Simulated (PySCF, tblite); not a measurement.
# C₂H₁₃NSSi₄: geometry, infrared bands and NMR shifts

What infrared bands and NMR shifts should C₂H₁₃NSSi₄ (`C[SiH2]S[Si@@H]1NC[Si@@H]1[SiH3]`) show?

Computed with tblite 0.8.0 and PySCF 2.14.0, with density-fitted response routines of our own, on a single molecule in the gas phase. Atoms are numbered from 0 throughout.

## (1) Starting geometry

21 atoms, charge 0, multiplicity 1; geometry from: force field or distance geometry start.

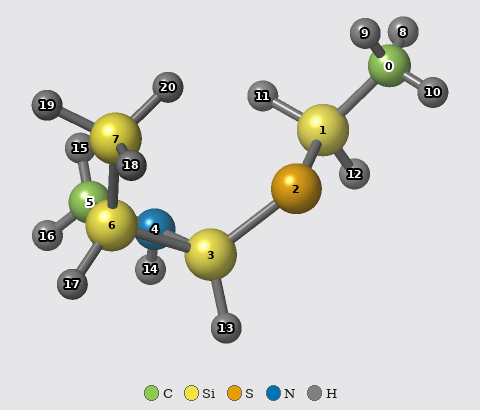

The starting geometry (carbon green, silicon yellow, sulfur amber, nitrogen blue, hydrogen grey), atoms numbered.

## (2) Optimising the geometry with GFN2-xTB

The job: settings as JSON, then the geometry in Å.

```
{"job": {"kind": "relax", "xc": "GFN2-xTB", "basis": "xTB"}, "charge": 0, "multiplicity": 1}
C      3.841300     0.294400    -1.227200
Si     2.602100    -0.245500     0.061100
S      1.165600     1.304800     0.264300
Si    -0.473200     0.719900     1.491700
N     -0.765000    -1.041200     1.617800
C     -1.941800    -1.434700     0.864800
Si    -2.398100     0.327200     0.470500
Si    -2.487400     0.852600    -1.672800
H      4.581600    -0.494100    -1.415700
H      3.265600     0.459500    -2.169500
H      4.260600     1.268300    -0.945900
H      1.978000    -1.518000    -0.311500
H      3.357500    -0.473100     1.333900
H     -0.595100     1.465300     2.741700
H     -0.757000    -1.319300     2.620000
H     -1.759500    -2.089400     0.015500
H     -2.674200    -1.887000     1.578200
H     -3.571100     0.820300     1.217000
H     -2.895800     2.261700    -1.814400
H     -3.525700     0.037700    -2.346600
H     -1.217300     0.707600    -2.373200
```

The run is started by

```bash
OMP_NUM_THREADS=1 python probes_run.py task.json out
```

This one command runs all jobs of the session in turn.

**Question.** This job is followed by: GFN2-xTB harmonic vibrations, gas phase; GIAO PBE0/pcSseg-1 NMR shielding, non-relativistic, gas phase. What will the session give for the following? strongest single infrared mode (GFN2-xTB); zero-point energy (GFN2-xTB); 13C shifts against TMS (PBE0/pcSseg-1); 1H shifts against TMS (PBE0/pcSseg-1, means over atoms taken as alike); 29Si shifts against TMS (PBE0/pcSseg-1); 33S shifts against CS2 (PBE0/pcSseg-1); 15N shifts against NH3 (PBE0/pcSseg-1); surface potential, least and greatest.

As calculated:

| quantity | value |
| --- | --- |
| strongest single infrared mode (GFN2-xTB) | 2230 cm⁻¹, 362 km/mol |
| zero-point energy (GFN2-xTB) | 87.2 kcal/mol |
| 13C shifts against TMS (PBE0/pcSseg-1) | 35.0, -4.0 ppm |
| 1H shifts against TMS (PBE0/pcSseg-1, means over atoms taken as alike) | 6.47, 5.17, 4.92, 4.71, 3.76, 3.46, 3.14, 0.75, 0.46 ppm |
| 29Si shifts against TMS (PBE0/pcSseg-1) | 4.8, -32.0, -50.3, -112.1 ppm |
| 33S shifts against CS2 (PBE0/pcSseg-1) | -211 ppm |
| 15N shifts against NH3 (PBE0/pcSseg-1) | 54.7 ppm |
| surface potential, least and greatest | -1.06 V and 1.22 V |

Over 170 steps the energy fell by 1.210 eV; of the close pairs, Si3–Si6 changed most, 2.214 to 2.333 Å. The lowest mode is imaginary (34i cm⁻¹), so the xTB geometry is not a minimum. The strongest single mode, at 2230 cm⁻¹, moves mainly H20. GFN2-xTB is a fitted tight-binding method: band positions and strengths are rough. Its intensities can rank the bands wrongly. C5 (sp3 CH2 bonded to N and Si) lies farthest downfield among carbon, at 35.0 ppm; deshielded by the electronegative neighbour. At PBE0/pcSseg-1: The widest tensor belongs to S2: span 271 ppm, with a paramagnetic part of -348 ppm. By nearest atom (PBE0/pcSseg-1), the HOMO sits on S2 42 %; N4 20 % and the LUMO on Si6 27 %; Si3 16 %.
